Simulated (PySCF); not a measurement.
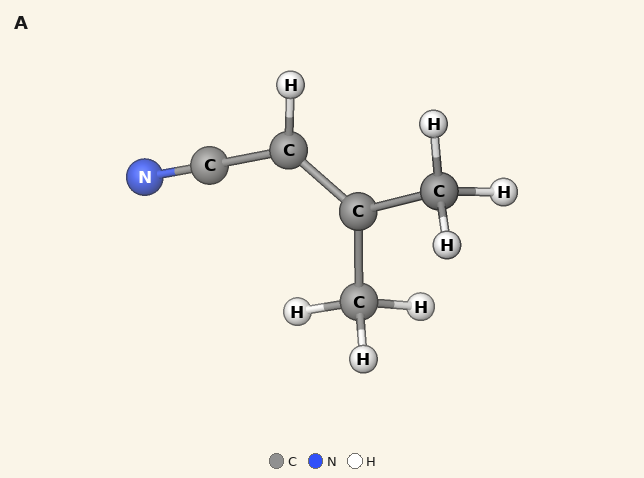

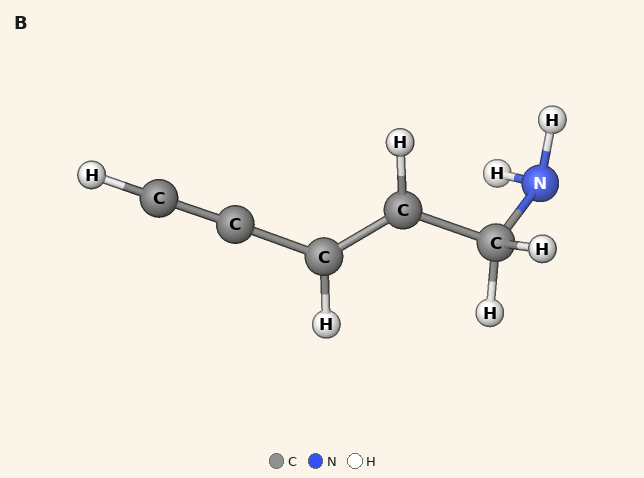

2 stationary structures of one formula. Geometries: PBE0-D3(BJ)/def2-SVP. Electronic energies: PBE0-D3(BJ)/def2-SVP (PySCF 2.14.0), without zero-point energy. No frequency run is at hand to confirm each as a minimum. Each is one conformer, not always the lowest.

Are they conformers, stereoisomers or constitutional isomers?

They are constitutional isomers of C5H7N: A `CC(C)=CC#N`, B `C#C/C=C/CN`.

Which is lowest in energy, and by how much?

A is lowest; B lies 193.7 kJ/mol above it.
